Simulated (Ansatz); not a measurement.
**Br2+ (doublet): PBE, BLYP, r2SCAN, B97M-V, PBE0, B3LYP, wB97M-V, B2PLYP over vertical gaps between states, def2-QZVPP**

Aim: run Br2+ (doublet) with these functionals over vertical gaps between states, and hold them against the top wave-function level at the same points.

Computed with Ansatz 0.2.0, Gaussian basis. Level: def2-QZVPP, all electrons in the functionals, frozen cores in the correlation of double hybrids and RPA.

Plan: PBE, BLYP, r2SCAN, B97M-V, PBE0, B3LYP, wB97M-V, B2PLYP, at charge 1, doublet; charge 1, quartet.

4 further runs of the same task are left out: 4 set aside as unsound or not needed.

### Step 1. The geometry

The geometry is a PBE0/def2-TZVP stationary point (not a proven minimum). No spin-orbit coupling is included. The filled d shell of Br may be among the frozen orbitals whatever the setting's name suggests; the logs give the count.

2 atoms, charge 1, spin multiplicity 2.

Atoms are counted from 1 here; the program's logs count them from 0.

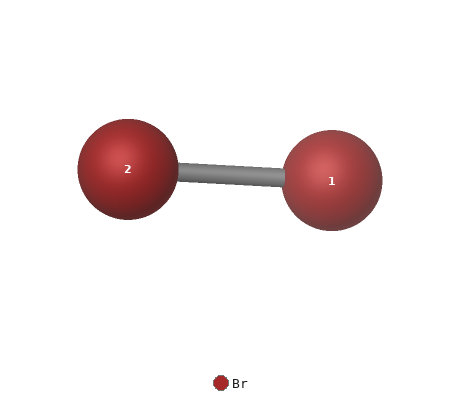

The geometry (bromine red); atoms are numbered from 1 in the order of the file.

No dispersion term is added; B97M-V, wB97M-V hold VV10 nonlocal correlation. B3LYP takes the VWN-RPA correlation.

The geometry shown and the zero of energy belong to the point charge 1, doublet. The yardstick, RCCSD(T), and other wave-function levels (R restricted, U unrestricted, valence and pair active spaces) come from earlier runs.

### Step 2. PBE, charge 1, doublet

The input, in.yaml:

```yaml
crystal:
  periodic: [false, false, false]
  atoms:
    - {symbol: Br, position_ang: [0.000000, 0.000000, 0.000000]}
    - {symbol: Br, position_ang: [0.000000, 0.000000, 2.191400]}
basis:
  gaussian: {orbitals: "def2-QZVPP.json"}
total_charge: 1
magnetization: {spin_polarized: true, initial_magnetization: 1}
hamiltonian: {xc: {name: PBE}}
output: {orbitals: {seedname: orbitals}}
```

Command:

```
$ ansatz run in.yaml --threads 1 --pin off --events-out ev --progress --plain --max-ram 2393MiB
```

What it wrote:

```text
Functional definition: PBE
  name "PBE"
  cite "Perdew, Burke & Ernzerhof, Phys. Rev. Lett. 77, 3865 (1996) doi:10.1103/PhysRevLett.77.3865"
  parent pbe
  parameter kappa = 0.804
  parameter beta = 0.06672455060314922
  exchange = pbe_x(kappa = kappa, mu = beta*pi^2/3)
  correlation = pbe_c(beta = beta)
946 factors; their error is unknown
mean field evaluation 1: about -140063.4353 eV, gradient 1.4e1 eV
mean field evaluation 2: about -140063.0779 eV, gradient 2.0e1 eV
mean field evaluation 4: about -140064.1657 eV, gradient 5.5e0 eV
mean field evaluation 8: about -140064.2865 eV, gradient 5.4e-1 eV
mean field evaluation 16: about -140064.2706 eV, gradient 1.2e-4 eV
mean field -140064.27055439 eV, -5147.2670039013 hartree, gradient 2.6e-5 eV, S^2 0.751798; 1 other end points of the search recorded, 0 dependent functions left out
reference -140064.27058556 eV, -5147.2670050470 hartree; 35, 34 occupied and 143, 144 virtual orbitals, 946 factors
Total energy: -140064.27058556 eV, -5147.2670050470 hartree
```

It took 3.8 s on 1 thread of Intel Xeon 6975P-C, shared host; peak memory 0.36 GiB.

From the report: ⟨S²⟩ of the determinant 0.752 (pure doublet: 0.75).

### Step 3. PBE, charge 1, quartet

in.yaml, as its differences from that of step 2:

```diff
@@ -8,3 +8,3 @@
 total_charge: 1
-magnetization: {spin_polarized: true, initial_magnetization: 1}
+magnetization: {spin_polarized: true, initial_magnetization: 3}
 hamiltonian: {xc: {name: PBE}}
```

Launched as before.

What it wrote:

```text
Functional definition: PBE
  name "PBE"
  cite "Perdew, Burke & Ernzerhof, Phys. Rev. Lett. 77, 3865 (1996) doi:10.1103/PhysRevLett.77.3865"
  parent pbe
  parameter kappa = 0.804
  parameter beta = 0.06672455060314922
  exchange = pbe_x(kappa = kappa, mu = beta*pi^2/3)
  correlation = pbe_c(beta = beta)
946 factors; their error is unknown
mean field evaluation 1: about -140061.0057 eV, gradient 1.5e1 eV
mean field evaluation 2: about -140060.8707 eV, gradient 1.9e1 eV
mean field evaluation 4: about -140061.9453 eV, gradient 1.5e-1 eV
mean field evaluation 8: about -140061.9419 eV, gradient 1.4e-2 eV
mean field evaluation 16: about -140061.9276 eV, gradient 4.7e-5 eV
mean field -140061.92756201 eV, -5147.1809005194 hartree, gradient 4.7e-5 eV, S^2 3.752840; 0 other end points of the search recorded, 0 dependent functions left out
reference -140061.92759441 eV, -5147.1809017102 hartree; 36, 33 occupied and 142, 145 virtual orbitals, 946 factors
Total energy: -140061.92759441 eV, -5147.1809017102 hartree
```

Run time: 2.4 s. Hardware: 1 thread of Intel Xeon 6975P-C, shared host.

From the report: ⟨S²⟩ of the determinant 3.753 (pure quartet: 3.75).

From charge 1, doublet: +2.343 eV.

### Step 4. BLYP, charge 1, doublet

in.yaml, as its differences from that of step 3:

```diff
@@ -8,4 +8,3 @@
 total_charge: 1
-magnetization: {spin_polarized: true, initial_magnetization: 3}
-hamiltonian: {xc: {name: PBE}}
-output: {orbitals: {seedname: orbitals}}
+magnetization: {spin_polarized: true, initial_magnetization: 1}
+hamiltonian: {xc: {name: BLYP}}
```

Launched as before.

What it wrote:

```text
Functional definition: BLYP
  name "BLYP"
  cite "Becke, Phys. Rev. A 38, 3098 (1988) doi:10.1103/PhysRevA.38.3098"
  cite "Lee, Yang & Parr, Phys. Rev. B 37, 785 (1988) doi:10.1103/PhysRevB.37.785"
  parameter beta = 0.0042
  parameter a = 0.04918
  parameter b = 0.132
  parameter c = 0.2533
  parameter d = 0.349
  exchange = b88_x(beta = beta)
  correlation = lyp_c(a = a, b = b, c = c, d = d)
946 factors; their error is unknown
mean field evaluation 1: about -140085.9833 eV, gradient 1.4e1 eV
mean field evaluation 2: about -140085.6263 eV, gradient 2.0e1 eV
mean field evaluation 4: about -140086.7901 eV, gradient 5.3e0 eV
mean field evaluation 8: about -140086.8617 eV, gradient 3.2e0 eV
mean field evaluation 16: about -140086.8878 eV, gradient 1.9e-5 eV
mean field evaluation 32: about -140086.8878 eV, gradient 1.0e-5 eV
mean field -140086.88783036 eV, -5148.0981734629 hartree, gradient 1.7e-5 eV, S^2 0.751515; 2 other end points of the search recorded, 0 dependent functions left out
reference -140086.88808330 eV, -5148.0981827580 hartree; 35, 34 occupied and 143, 144 virtual orbitals, 946 factors
Total energy: -140086.88808330 eV, -5148.0981827580 hartree
```

Wall time 5.5 s (1 thread of Intel Xeon 6975P-C, shared host); peak memory 0.36 GiB.

From the report: ⟨S²⟩ of the determinant 0.752 (pure doublet: 0.75).

### Step 5. BLYP, charge 1, quartet

in.yaml, as its differences from that of step 4:

```diff
@@ -8,3 +8,3 @@
 total_charge: 1
-magnetization: {spin_polarized: true, initial_magnetization: 1}
+magnetization: {spin_polarized: true, initial_magnetization: 3}
 hamiltonian: {xc: {name: BLYP}}
```

The command is unchanged.

What it wrote:

```text
Functional definition: BLYP
  name "BLYP"
  cite "Becke, Phys. Rev. A 38, 3098 (1988) doi:10.1103/PhysRevA.38.3098"
  cite "Lee, Yang & Parr, Phys. Rev. B 37, 785 (1988) doi:10.1103/PhysRevB.37.785"
  parameter beta = 0.0042
  parameter a = 0.04918
  parameter b = 0.132
  parameter c = 0.2533
  parameter d = 0.349
  exchange = b88_x(beta = beta)
  correlation = lyp_c(a = a, b = b, c = c, d = d)
946 factors; their error is unknown
mean field evaluation 1: about -140083.5157 eV, gradient 1.5e1 eV
mean field evaluation 2: about -140083.3597 eV, gradient 2.0e1 eV
mean field evaluation 4: about -140084.5241 eV, gradient 1.4e-1 eV
mean field evaluation 8: about -140084.5064 eV, gradient 1.6e-1 eV
mean field evaluation 16: about -140084.5064 eV, gradient 1.2e-5 eV
mean field -140084.50637397 eV, -5148.0106565546 hartree, gradient 1.2e-5 eV, S^2 3.752510; 0 other end points of the search recorded, 0 dependent functions left out
reference -140084.50662657 eV, -5148.0106658373 hartree; 36, 33 occupied and 142, 145 virtual orbitals, 946 factors
Total energy: -140084.50662657 eV, -5148.0106658373 hartree
```

It took 2.4 s on 1 thread of Intel Xeon 6975P-C, shared host.

From the report: ⟨S²⟩ of the determinant 3.753 (pure quartet: 3.75).

From charge 1, doublet: +2.381 eV.

### Step 6. r2SCAN, charge 1, doublet

in.yaml, as its differences from that of step 5:

```diff
@@ -8,3 +8,3 @@
 total_charge: 1
-magnetization: {spin_polarized: true, initial_magnetization: 3}
-hamiltonian: {xc: {name: BLYP}}
+magnetization: {spin_polarized: true, initial_magnetization: 1}
+hamiltonian: {xc: {name: r2SCAN}}
```

The command is unchanged.

What it wrote:

```text
Functional definition: r2SCAN
  name "r2SCAN"
  cite "Furness, Kaplan, Ning, Perdew & Sun, J. Phys. Chem. Lett. 11, 8208 (2020) doi:10.1021/acs.jpclett.0c02405"
  cite "Furness, Kaplan, Ning, Perdew & Sun, J. Phys. Chem. Lett. 11, 9248 (2020) doi:10.1021/acs.jpclett.0c03077"
  parent r2scan
  parameter k0 = 0.174
  parameter k1 = 0.065
  parameter a1 = 4.9479
  exchange = r2scan_x(k0 = k0, k1 = k1, a1 = a1)
  correlation = r2scan_c
946 factors; their error is unknown
mean field evaluation 1: about -140083.3638 eV, gradient 1.3e1 eV
mean field evaluation 2: about -140083.3342 eV, gradient 1.7e1 eV
mean field evaluation 4: about -140084.0276 eV, gradient 4.1e-1 eV
mean field evaluation 8: about -140084.0092 eV, gradient 7.0e-3 eV
mean field evaluation 16: about -140083.8224 eV, gradient 6.2e0 eV
mean field -140084.00920743 eV, -5147.9923860213 hartree, gradient 1.1e-5 eV, S^2 0.753980; 1 other end points of the search recorded, 0 dependent functions left out
reference -140084.00921916 eV, -5147.9923864524 hartree; 35, 34 occupied and 143, 144 virtual orbitals, 946 factors
Total energy: -140084.00921916 eV, -5147.9923864524 hartree
```

It took 7 s on 1 thread of Intel Xeon 6975P-C, shared host; peak memory 0.38 GiB.

From the report: ⟨S²⟩ of the determinant 0.754 (pure doublet: 0.75).

### Step 7. r2SCAN, charge 1, quartet

in.yaml, as its differences from that of step 6:

```diff
@@ -8,3 +8,3 @@
 total_charge: 1
-magnetization: {spin_polarized: true, initial_magnetization: 1}
+magnetization: {spin_polarized: true, initial_magnetization: 3}
 hamiltonian: {xc: {name: r2SCAN}}
```

The command is unchanged.

What it wrote:

```text
Functional definition: r2SCAN
  name "r2SCAN"
  cite "Furness, Kaplan, Ning, Perdew & Sun, J. Phys. Chem. Lett. 11, 8208 (2020) doi:10.1021/acs.jpclett.0c02405"
  cite "Furness, Kaplan, Ning, Perdew & Sun, J. Phys. Chem. Lett. 11, 9248 (2020) doi:10.1021/acs.jpclett.0c03077"
  parent r2scan
  parameter k0 = 0.174
  parameter k1 = 0.065
  parameter a1 = 4.9479
  exchange = r2scan_x(k0 = k0, k1 = k1, a1 = a1)
  correlation = r2scan_c
946 factors; their error is unknown
mean field evaluation 1: about -140080.9352 eV, gradient 1.4e1 eV
mean field evaluation 2: about -140080.9980 eV, gradient 1.7e1 eV
mean field evaluation 4: about -140081.7188 eV, gradient 2.7e-1 eV
mean field evaluation 8: about -140081.7006 eV, gradient 7.6e-3 eV
mean field -140081.70055146 eV, -5147.9075444793 hartree, gradient 3.8e-5 eV, S^2 3.757374; 0 other end points of the search recorded, 0 dependent functions left out
reference -140081.70056349 eV, -5147.9075449212 hartree; 36, 33 occupied and 142, 145 virtual orbitals, 946 factors
Total energy: -140081.70056349 eV, -5147.9075449212 hartree
```

Run time: 4.7 s. Hardware: 1 thread of Intel Xeon 6975P-C, shared host; peak memory 0.27 GiB.

From the report: ⟨S²⟩ of the determinant 3.757 (pure quartet: 3.75).

From charge 1, doublet: +2.309 eV.

### Step 8. B97M-V, charge 1, doublet

in.yaml, as its differences from that of step 7:

```diff
@@ -8,3 +8,3 @@
 total_charge: 1
-magnetization: {spin_polarized: true, initial_magnetization: 3}
-hamiltonian: {xc: {name: r2SCAN}}
+magnetization: {spin_polarized: true, initial_magnetization: 1}
+hamiltonian: {xc: {name: B97M-V}}
```

The command is unchanged.

What it wrote (excerpt; [...] marks lines left out):

```text
Functional definition: B97M-V
  name "B97M-V"
  cite "Mardirossian & Head-Gordon, J. Chem. Phys. 142, 074111 (2015) doi:10.1063/1.4907719"
  cite "Becke, J. Chem. Phys. 107, 8554 (1997) doi:10.1063/1.475007"
  cite "Vydrov & Van Voorhis, J. Chem. Phys. 133, 244103 (2010) doi:10.1063/1.3521275"
  # Of w^i u^j: cxij and so on, Table III.
[...]
  gx(w, u) = cx00 + cx01*u + cx02*u^2 + (cx10 + cx11*u)*w
  gss(w, u) = css00 + css02*u^2 + css10*w + (css32*w^3 + css42*w^4)*u^2
  gos(w, u) = cos00 + cos01*u + cos03*u^3 + cos10*w + cos32*w^3*u^2
[...]
      + integral(e_c_pw_mod_opposite_spin*gos(b97_w_opposite, b97_u_opposite)) + vv10(b, c)
946 factors; their error is unknown
[...]
mean field -140059.55929413 eV, -5147.0938682802 hartree, gradient 4.0e-5 eV, S^2 0.754522; 1 other end points of the search recorded, 0 dependent functions left out
reference -140059.55933971 eV, -5147.0938699552 hartree; 35, 34 occupied and 143, 144 virtual orbitals, 946 factors
Total energy: -140059.55933971 eV, -5147.0938699552 hartree
```

Wall time 11 s (1 thread of Intel Xeon 6975P-C, shared host); peak memory 0.44 GiB.

From the report: ⟨S²⟩ of the determinant 0.755 (pure doublet: 0.75).

### Step 9. B97M-V, charge 1, quartet

in.yaml, as its differences from that of step 8:

```diff
@@ -8,3 +8,3 @@
 total_charge: 1
-magnetization: {spin_polarized: true, initial_magnetization: 1}
+magnetization: {spin_polarized: true, initial_magnetization: 3}
 hamiltonian: {xc: {name: B97M-V}}
```

Launched as before.

What it wrote (excerpt; [...] marks lines left out):

```text
Functional definition: B97M-V
  name "B97M-V"
  cite "Mardirossian & Head-Gordon, J. Chem. Phys. 142, 074111 (2015) doi:10.1063/1.4907719"
  cite "Becke, J. Chem. Phys. 107, 8554 (1997) doi:10.1063/1.475007"
  cite "Vydrov & Van Voorhis, J. Chem. Phys. 133, 244103 (2010) doi:10.1063/1.3521275"
  # Of w^i u^j: cxij and so on, Table III.
[...]
  gx(w, u) = cx00 + cx01*u + cx02*u^2 + (cx10 + cx11*u)*w
  gss(w, u) = css00 + css02*u^2 + css10*w + (css32*w^3 + css42*w^4)*u^2
  gos(w, u) = cos00 + cos01*u + cos03*u^3 + cos10*w + cos32*w^3*u^2
[...]
      + integral(e_c_pw_mod_opposite_spin*gos(b97_w_opposite, b97_u_opposite)) + vv10(b, c)
946 factors; their error is unknown
[...]
mean field -140057.08660928 eV, -5147.0029987881 hartree, gradient 2.0e-5 eV, S^2 3.757078; 1 other end points of the search recorded, 0 dependent functions left out
reference -140057.08665530 eV, -5147.0030004793 hartree; 36, 33 occupied and 142, 145 virtual orbitals, 946 factors
Total energy: -140057.08665530 eV, -5147.0030004793 hartree
```

It took 8 s on 1 thread of Intel Xeon 6975P-C, shared host; peak memory 0.33 GiB.

From the report: ⟨S²⟩ of the determinant 3.757 (pure quartet: 3.75).

From charge 1, doublet: +2.473 eV.

### Step 10. PBE0, charge 1, doublet

in.yaml, as its differences from that of step 9:

```diff
@@ -8,3 +8,4 @@
 total_charge: 1
-magnetization: {spin_polarized: true, initial_magnetization: 3}
-hamiltonian: {xc: {name: B97M-V}}
+magnetization: {spin_polarized: true, initial_magnetization: 1}
+hamiltonian: {xc: {name: PBE0}}
+output: {orbitals: {seedname: orbitals}}
```

The command is unchanged.

What it wrote:

```text
Functional definition: PBE0
  name "PBE0"
  cite "Adamo & Barone, J. Chem. Phys. 110, 6158 (1999) doi:10.1063/1.478522"
  cite "Perdew, Burke & Ernzerhof, Phys. Rev. Lett. 77, 3865 (1996) doi:10.1103/PhysRevLett.77.3865"
  parent pbe
  parameter a = 0.25
  parameter kappa = 0.804
  parameter beta = 0.06672455060314922
  exchange = (1 - a)*pbe_x(kappa = kappa, mu = beta*pi^2/3) + a*exact_x
  correlation = pbe_c(beta = beta)
1102 factors; their error is unknown
mean field evaluation 1: about -140067.8865 eV, gradient 1.0e1 eV
mean field evaluation 2: about -140068.0270 eV, gradient 1.1e1 eV
mean field evaluation 4: about -140068.2963 eV, gradient 2.1e-1 eV
mean field evaluation 8: about -140068.6546 eV, gradient 2.2e-1 eV
mean field evaluation 16: about -140068.6546 eV, gradient 2.1e-5 eV
mean field -140068.65459705 eV, -5147.4281144974 hartree, gradient 2.1e-5 eV, S^2 0.754287; 0 other end points of the search recorded, 0 dependent functions left out
reference -140068.65462060 eV, -5147.4281153629 hartree; 35, 34 occupied and 143, 144 virtual orbitals, 1102 factors
Total energy: -140068.65462060 eV, -5147.4281153629 hartree
```

Wall time 5.5 s (1 thread of Intel Xeon 6975P-C, shared host); peak memory 0.52 GiB.

From the report: ⟨S²⟩ of the determinant 0.754 (pure doublet: 0.75).

### Step 11. PBE0, charge 1, quartet

in.yaml, as its differences from that of step 10:

```diff
@@ -8,3 +8,3 @@
 total_charge: 1
-magnetization: {spin_polarized: true, initial_magnetization: 1}
+magnetization: {spin_polarized: true, initial_magnetization: 3}
 hamiltonian: {xc: {name: PBE0}}
```

Launched as before.

What it wrote:

```text
Functional definition: PBE0
  name "PBE0"
  cite "Adamo & Barone, J. Chem. Phys. 110, 6158 (1999) doi:10.1063/1.478522"
  cite "Perdew, Burke & Ernzerhof, Phys. Rev. Lett. 77, 3865 (1996) doi:10.1103/PhysRevLett.77.3865"
  parent pbe
  parameter a = 0.25
  parameter kappa = 0.804
  parameter beta = 0.06672455060314922
  exchange = (1 - a)*pbe_x(kappa = kappa, mu = beta*pi^2/3) + a*exact_x
  correlation = pbe_c(beta = beta)
1102 factors; their error is unknown
mean field evaluation 1: about -140065.3345 eV, gradient 1.2e1 eV
mean field evaluation 2: about -140065.5055 eV, gradient 1.3e1 eV
mean field evaluation 4: about -140065.8564 eV, gradient 1.6e-1 eV
mean field evaluation 8: about -140066.2150 eV, gradient 2.3e-2 eV
mean field evaluation 16: about -140066.0356 eV, gradient 1.7e0 eV
mean field -140066.21504040 eV, -5147.3384624443 hartree, gradient 5.3e-6 eV, S^2 3.757877; 1 other end points of the search recorded, 0 dependent functions left out
reference -140066.21506486 eV, -5147.3384633431 hartree; 36, 33 occupied and 142, 145 virtual orbitals, 1102 factors
Total energy: -140066.21506486 eV, -5147.3384633431 hartree
```

It took 5.5 s on 1 thread of Intel Xeon 6975P-C, shared host; peak memory 0.52 GiB.

From the report: ⟨S²⟩ of the determinant 3.758 (pure quartet: 3.75).

From charge 1, doublet: +2.440 eV.

### Step 12. B3LYP, charge 1, doublet

in.yaml, as its differences from that of step 11:

```diff
@@ -8,4 +8,3 @@
 total_charge: 1
-magnetization: {spin_polarized: true, initial_magnetization: 3}
-hamiltonian: {xc: {name: PBE0}}
-output: {orbitals: {seedname: orbitals}}
+magnetization: {spin_polarized: true, initial_magnetization: 1}
+hamiltonian: {xc: {name: B3LYP}}
```

The command is unchanged.

What it wrote (excerpt; [...] marks lines left out):

```text
Functional definition: B3LYP
  name "B3LYP"
  cite "Stephens, Devlin, Chabalowski & Frisch, J. Phys. Chem. 98, 11623 (1994) doi:10.1021/j100096a001"
  cite "Becke, Phys. Rev. A 38, 3098 (1988) doi:10.1103/PhysRevA.38.3098"
  cite "Lee, Yang & Parr, Phys. Rev. B 37, 785 (1988) doi:10.1103/PhysRevB.37.785"
  cite "Vosko, Wilk & Nusair, Can. J. Phys. 58, 1200 (1980) doi:10.1139/p80-159"
[...]
1092 factors; their error is unknown
[...]
mean field -140086.44895395 eV, -5148.0820450522 hartree, gradient 2.5e-5 eV, S^2 0.753109; 1 other end points of the search recorded, 0 dependent functions left out
reference -140086.44914431 eV, -5148.0820520479 hartree; 35, 34 occupied and 143, 144 virtual orbitals, 1092 factors
Total energy: -140086.44914431 eV, -5148.0820520479 hartree
```

Wall time 8.5 s (1 thread of Intel Xeon 6975P-C, shared host); peak memory 0.52 GiB.

From the report: ⟨S²⟩ of the determinant 0.753 (pure doublet: 0.75).

### Step 13. B3LYP, charge 1, quartet

in.yaml, as its differences from that of step 12:

```diff
@@ -8,3 +8,3 @@
 total_charge: 1
-magnetization: {spin_polarized: true, initial_magnetization: 1}
+magnetization: {spin_polarized: true, initial_magnetization: 3}
 hamiltonian: {xc: {name: B3LYP}}
```

Same command.

What it wrote (excerpt; [...] marks lines left out):

```text
Functional definition: B3LYP
  name "B3LYP"
  cite "Stephens, Devlin, Chabalowski & Frisch, J. Phys. Chem. 98, 11623 (1994) doi:10.1021/j100096a001"
  cite "Becke, Phys. Rev. A 38, 3098 (1988) doi:10.1103/PhysRevA.38.3098"
  cite "Lee, Yang & Parr, Phys. Rev. B 37, 785 (1988) doi:10.1103/PhysRevB.37.785"
  cite "Vosko, Wilk & Nusair, Can. J. Phys. 58, 1200 (1980) doi:10.1139/p80-159"
[...]
1092 factors; their error is unknown
[...]
mean field -140083.98351553 eV, -5147.9914418613 hartree, gradient 4.4e-5 eV, S^2 3.755826; 0 other end points of the search recorded, 0 dependent functions left out
reference -140083.98370623 eV, -5147.9914488695 hartree; 36, 33 occupied and 142, 145 virtual orbitals, 1092 factors
Total energy: -140083.98370623 eV, -5147.9914488695 hartree
```

Wall time 5 s (1 thread of Intel Xeon 6975P-C, shared host); peak memory 0.52 GiB.

From the report: ⟨S²⟩ of the determinant 3.756 (pure quartet: 3.75).

From charge 1, doublet: +2.465 eV.

### Step 14. wB97M-V, charge 1, doublet

in.yaml, as its differences from that of step 13:

```diff
@@ -8,3 +8,4 @@
 total_charge: 1
-magnetization: {spin_polarized: true, initial_magnetization: 3}
-hamiltonian: {xc: {name: B3LYP}}
+magnetization: {spin_polarized: true, initial_magnetization: 1}
+hamiltonian: {xc: {name: wB97M-V}}
+output: {orbitals: {seedname: orbitals}}
```

Launched as before.

What it wrote (excerpt; [...] marks lines left out):

```text
Functional definition: wB97M-V
  name "wB97M-V"
  cite "Mardirossian & Head-Gordon, J. Chem. Phys. 144, 214110 (2016) doi:10.1063/1.4952647"
  cite "Becke, J. Chem. Phys. 107, 8554 (1997) doi:10.1063/1.475007"
  cite "Vydrov & Van Voorhis, J. Chem. Phys. 133, 244103 (2010) doi:10.1063/1.3521275"
  # Of w^i u^j: cxij and so on, Table III.
[...]
  gx(w, u) = 1 - cx + cx01*u + cx10*w
  gss(w, u) = css00 + css04*u^4 + css10*w + css20*w^2 + css43*w^4*u^3
  gos(w, u) = cos00 + cos10*w + (cos20 + cos21*u)*w^2 + (cos60 + cos61*u)*w^6
[...]
      + integral(e_c_pw_mod_opposite_spin*gos(b97_w_opposite, b97_u_opposite)) + vv10(b, c)
1040 factors; their error is unknown
99 factors; integrals over basis functions are off by at most 9.5e-5 eV
[...]
mean field -140076.82504048 eV, -5147.7283727556 hartree, gradient 2.0e-5 eV, S^2 0.754362; 0 other end points of the search recorded, 0 dependent functions left out
reference -140076.82507686 eV, -5147.7283740925 hartree; 35, 34 occupied and 143, 144 virtual orbitals, 1040 factors
Total energy: -140076.82507686 eV, -5147.7283740925 hartree
```

Run time: 12 s. Hardware: 1 thread of Intel Xeon 6975P-C, shared host; peak memory 0.65 GiB.

From the report: ⟨S²⟩ of the determinant 0.754 (pure doublet: 0.75).

(Part 1 of 2 ends here.)
